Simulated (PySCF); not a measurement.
# GeH₆O₂Si: geometry, electronic excitations

What electronic excitations should GeH₆O₂Si (`O[SiH](O)[GeH3]`) show?

The runs use PySCF 2.14.0, with density-fitted response routines of our own; the level of theory stands in each step. All values are computed, except where a source is named. Atoms count from 0, in the outputs and in this text.

### 1 Starting geometry

10 atoms, charge 0, multiplicity 1; geometry from: GFN2-xTB. The atoms were then displaced at random by about 0.01 Å, so the start is not that level's minimum.

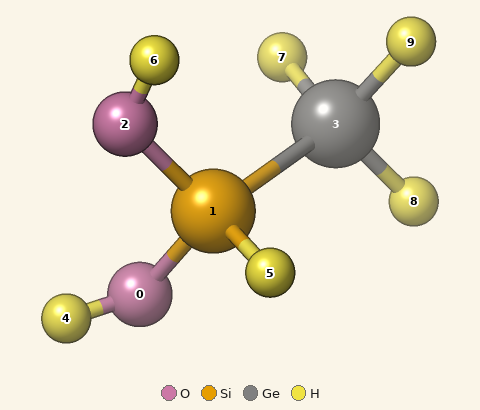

The starting geometry (oxygen pink, silicon amber, germanium grey, hydrogen yellow), atoms numbered.

### 2 Geometry optimisation at PBE0-D3(BJ)/def2-SVP

What the job is given:

```
{"job": {"xc": "PBE0", "basis": "def2-SVP", "d3": "d3bj", "grid": 1, "shake": 0.01, "kind": "geom"}, "charge": 0, "multiplicity": 1}
O     -1.372870    -1.081880    -0.844630
Si    -0.736390    -0.163180     0.317270
O     -1.449880     1.307720     0.197390
Ge     1.568860    -0.128580    -0.179060
H     -2.325330    -0.976250    -1.055320
H     -1.050330    -0.704150     1.638980
H     -1.098320     2.039680     0.722650
H      1.955840     0.443040    -1.507630
H      2.220980    -1.452500    -0.110870
H      2.337870     0.695190     0.800170
```

On the command line:

```sh
> OMP_NUM_THREADS=1 python probes_run.py task.json out
```

One launch serves the whole session: the jobs run in the order shown.

The log of the run:

```text
step   0  E = -2519.60854411  max force = 0.031428
step   1  E = -2519.61577322  max force = 0.007691
step   2  E = -2519.61614145  max force = 0.001324
step   3  E = -2519.61617905  max force = 0.000675
step   4  E = -2519.61623011  max force = 0.001479
step   5  E = -2519.61625945  max force = 0.001673
step   6  E = -2519.61628939  max force = 0.001011
step   7  E = -2519.61631296  max force = 0.000678
step   8  E = -2519.61634887  max force = 0.001241
step   9  E = -2519.61638020  max force = 0.001654
step  10  E = -2519.61641197  max force = 0.001163
step  11  E = -2519.61643715  max force = 0.000779
step  12  E = -2519.61644348  max force = 0.000939
step  13  E = -2519.61646519  max force = 0.000973
step  14  E = -2519.61649584  max force = 0.000579
step  15  E = -2519.61651057  max force = 0.000660
step  16  E = -2519.61651901  max force = 0.000528
step  17  E = -2519.61652264  max force = 0.000746
step  18  E = -2519.61652892  max force = 0.000451
step  19  E = -2519.61653619  max force = 0.000378
optimisation converged
```

Wall time 2.2 min (1 thread of Arm Neoverse N1, shared host); peak memory 0.45 GiB.

The steps of the relaxation:

| step | energy from step 0 (eV) | largest force component (eV/Å) |
| --- | --- | --- |
| 0 | 0.0000 | 1.6161 |
| 1 | -0.1967 | 0.3955 |
| 2 | -0.2067 | 0.0681 |
| 3 | -0.2078 | 0.0347 |
| 4 | -0.2091 | 0.0761 |
| 5 | -0.2099 | 0.0860 |
| 6 | -0.2108 | 0.0520 |
| 7 | -0.2114 | 0.0349 |
| 8 | -0.2124 | 0.0638 |
| 9 | -0.2132 | 0.0851 |
| 10 | -0.2141 | 0.0598 |
| 11 | -0.2148 | 0.0401 |
| 12 | -0.2150 | 0.0483 |
| 13 | -0.2155 | 0.0500 |
| 14 | -0.2164 | 0.0298 |
| 15 | -0.2168 | 0.0339 |
| 16 | -0.2170 | 0.0272 |
| 17 | -0.2171 | 0.0384 |
| 18 | -0.2173 | 0.0232 |
| 19 | -0.2175 | 0.0194 |

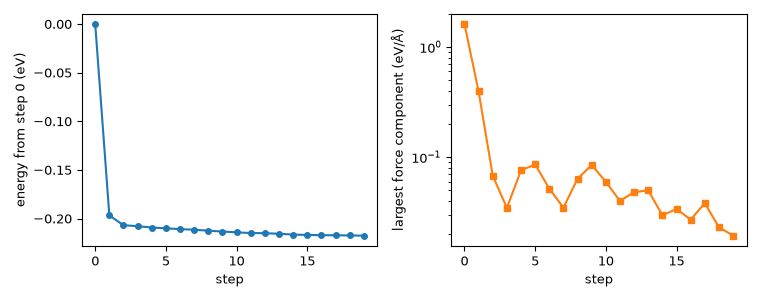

Energy and force, step by step.

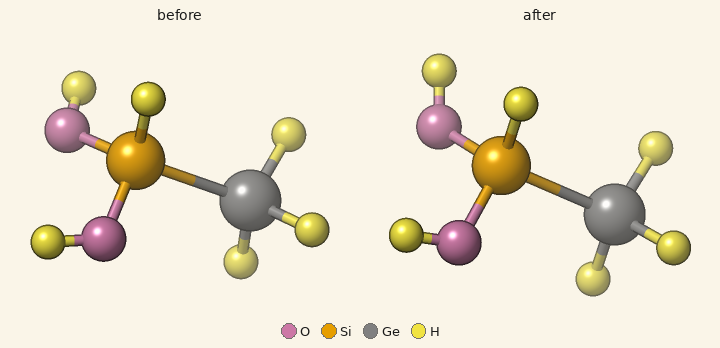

Before and after, at one scale.

Distances of close pairs at the start and the end, largest changes first:

| bond | before (Å) | after (Å) | change (Å) |
| --- | --- | --- | --- |
| Ge3–H8 | 1.477 | 1.540 | +0.063 |
| Ge3–H9 | 1.493 | 1.543 | +0.050 |
| O0–Si1 | 1.612 | 1.658 | +0.046 |
| Ge3–H7 | 1.497 | 1.539 | +0.042 |
| Si1–H5 | 1.462 | 1.502 | +0.039 |
| Si1–O2 | 1.639 | 1.667 | +0.028 |
| O0–H4 | 0.981 | 0.963 | -0.018 |
| Si1–Ge3 | 2.358 | 2.372 | +0.014 |

The end geometry stands in the next job.

| at the end point | value |
| --- | --- |
| point group (found at 0.08 Å tolerance) | C1 |
| rotational constants (GHz, main isotopes) | 6.192, 1.782, 1.503 |
| dipole moment (D) | 2.38 |

### 3 TDDFT and polarisability: PBE0/def2-TZVPD

What the job is given:

```
{"job": {"kind": "uv", "xc": "PBE0", "basis": "def2-TZVPD"}, "charge": 0, "multiplicity": 1}
O     -1.461561    -0.961276    -0.883021
Si    -0.664905    -0.120232     0.303676
O     -1.269430     1.432996     0.324155
Ge     1.621543    -0.163898    -0.327102
H     -2.421265    -0.881722    -0.885521
H     -0.880362    -0.718462     1.663978
H     -1.325543     1.877474     1.174121
H      1.804330     0.414798    -1.741484
H      2.195363    -1.592966    -0.301626
H      2.453278     0.693155     0.650023
```

Level: TDDFT PBE0/def2-TZVPD, vertical, gas phase, core orbitals frozen in the response.

The log of the run:

```text
coarse grid: 39024 points
cycle   1  E = -2519.9863585787  dE = -3.103e-01  |g| = 1.147e+00  |ddm| = 2.526e+00
cycle   2  E = -2519.6392547873  dE =  3.471e-01  |g| = 1.787e+00  |ddm| = 1.570e+00
cycle   3  E = -2520.1725575130  dE = -5.333e-01  |g| = 1.698e-01  |ddm| = 1.026e+00
cycle   4  E = -2520.1766679883  dE = -4.110e-03  |g| = 5.355e-02  |ddm| = 1.223e-01
cycle   5  E = -2520.1768886806  dE = -2.207e-04  |g| = 1.060e-02  |ddm| = 3.758e-02
cycle   6  E = -2520.1769055704  dE = -1.689e-05  |g| = 4.394e-03  |ddm| = 8.272e-03
cycle   7  E = -2520.1769087446  dE = -3.174e-06  |g| = 1.064e-03  |ddm| = 2.626e-03
final grid: 79616 points
cycle   8  E = -2520.1768880191  dE =  1.923e-07  |g| = 1.656e-03  |ddm| = 4.047e-03
cycle   9  E = -2520.1768872771  dE =  7.420e-07  |g| = 2.693e-03  |ddm| = 2.234e-03
cycle  10  E = -2520.1768884648  dE = -1.188e-06  |g| = 1.382e-04  |ddm| = 1.343e-03
cycle  11  E = -2520.1768884674  dE = -2.566e-09  |g| = 1.918e-05  |ddm| = 9.087e-05
cycle  12  E = -2520.1768884674  dE = -5.184e-11  |g| = 4.253e-06  |ddm| = 1.785e-05
converged SCF energy = -2520.1768884674

Static polarisability (au): isotropic 69.769, principal 63.061 65.087 81.160

Singlet excitations
state   eV       nm        f      main configurations
  1   6.2752    197.6   0.01185   H->L 0.92
  2   6.4084    193.5   0.00990   H->L+1 0.93
  3   7.0508    175.8   0.07472   H->L+2 0.91
  4   7.5093    165.1   0.23887   H->L+3 0.86
  5   7.7843    159.3   0.08289   H->L+4 0.90
  6   7.8419    158.1   0.02606   H->L+5 0.59, H-3->L 0.17, H-1->L 0.14
  7   7.9177    156.6   0.02178   H-3->L 0.30, H->L+5 0.27, H-1->L 0.21
  8   8.0444    154.1   0.04495   H-3->L+1 0.44, H-1->L 0.21, H-4->L 0.09
  9   8.1040    153.0   0.01104   H-2->L 0.43, H-1->L+1 0.22, H-2->L+1 0.12
 10   8.1564    152.0   0.00346   H->L+6 0.34, H-1->L+1 0.24, H-2->L 0.21

Triplet excitations (Tamm-Dancoff, eV): 5.7630 5.8111 6.5816 6.8732
```

Wall time 50 s (1 thread of Arm Neoverse N1, shared host); peak memory 0.89 GiB.

Frontier orbitals and where they lie:

| orbital | eV | atoms |
| --- | --- | --- |
| HOMO−3 | -9.56 | O0 46 %, Si1 16 %, O2 12 % |
| HOMO−2 | -9.46 | Ge3 42 %, H9 28 %, H7 21 % |
| HOMO−1 | -9.40 | Ge3 33 %, H8 26 %, O2 12 % |
| HOMO | -7.78 | Si1 28 %, Ge3 26 %, O2 14 % |
| LUMO | -0.33 | Si1 33 %, O2 18 %, Ge3 12 % |
| LUMO+1 | -0.12 | Si1 23 %, Ge3 18 %, O2 17 % |
| LUMO+2 | 0.32 | Ge3 36 %, Si1 22 %, H7 15 % |

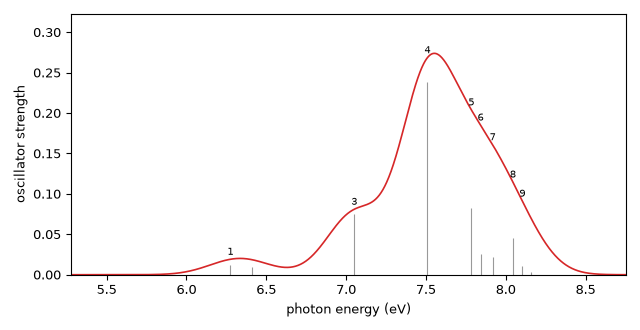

Absorption spectrum from the 10 singlet states computed; above the last one it falls off for lack of states. Lines are broadened to a width of 0.40 eV (Gaussian).

Ground-state properties from the same run:

| property | computed |
| --- | --- |
| dipole moment (D) | 2.15 |
| polarisability (Å³) | 10.34 |
| HOMO–LUMO gap (eV) | 7.45 |
| −ε(HOMO) (eV) | 7.78 |

### 4 What came out

```
                                quantity                        value
                             point group                           C1
    rotational constants (main isotopes)         6.19, 1.78, 1.50 GHz
        lowest singlet (PBE0/def2-TZVPD)  6.28 eV (198 nm), f = 0.012
brightest single state of those computed  state 4, 7.51 eV, f = 0.239
                          lowest triplet                      5.76 eV
```

In words: The start of the PBE0/def2-SVP relaxation was shaken at random by about 0.01 Å, so part of the energy gained, and of the first lengths quoted, undoes that. The optimisation took 19 steps and gained 0.217 eV; among the close pairs (by a distance rule), Ge3–H8 changed most, from 1.477 to 1.540 Å. The first singlet state (HOMO→LUMO 0.92) lies at 6.28 eV and is weak; of the 10 states computed, the strongest absorption comes from state 4 at 7.51 eV. The lowest triplet lies 0.51 eV below the lowest singlet (triplets in Tamm-Dancoff, singlets in full TDDFT).
